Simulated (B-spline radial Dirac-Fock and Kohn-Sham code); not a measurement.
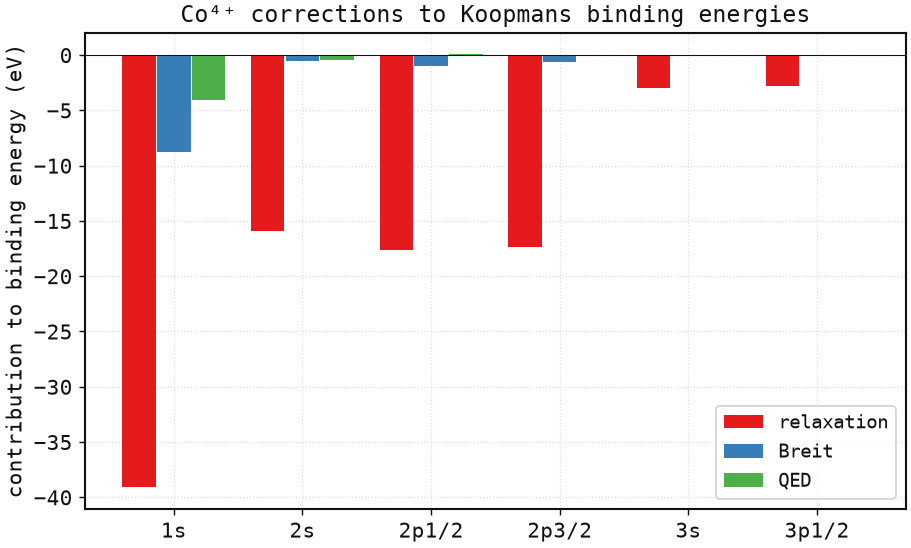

Bars give the relaxation, Breit and QED contributions (eV) to the binding energies of the deepest subshells, counted from the Koopmans value. The figure is for Co⁴⁺ ([Ar] 3d5), inside a Watson sphere of charge −4 and radius 2.4 Å that stands in for a crystal. Method: Dirac–Fock ΔSCF (average of configuration, Fermi nucleus, Breit and QED terms, no correlation) (computed with a B-spline radial code). Open shells are averaged over j.

**Which correction is largest for 1s?**

Relaxation, −39.1 eV.
